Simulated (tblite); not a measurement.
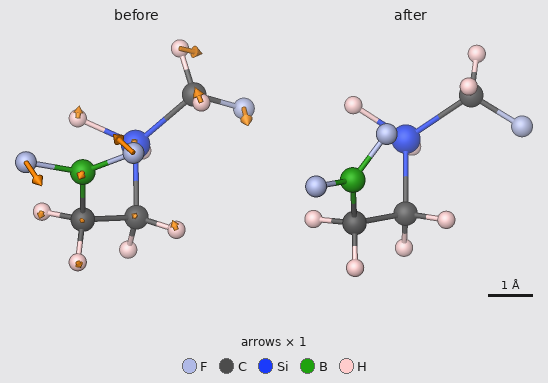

The structure of C3H8BF3Si before (left) and after (right) a relaxation, at one scale. The orange arrows give the displacements, at their true length.

Style: ball-and-stick. Shown from a free direction.

These are results of GFN2-xTB geometry optimisation, gas phase in tblite, not measurements. 

### Describe what moved and what it gained.

The largest move after the best rigid fit is that of an F atom, 0.83 Å. By element the largest moves are F 0.83 Å, H 0.64 Å, B 0.24 Å, Si 0.18 Å, C 0.15 Å. Among the contacts that change: B–F 1.470 → 1.318 Å, B–F 1.439 → 1.319 Å, C–Si 1.849 → 1.910 Å, C–H 1.131 → 1.091 Å. Bond angles that change, for instance: Si–C–C 105.9° → 114.2°, C–B–F 115.0° → 122.7°, C–C–H 115.6° → 108.7°. Groups turn about B–C by about 35°, C–Si by about 25°. Over 109 geometry steps the energy falls by 107.1 kJ/mol.
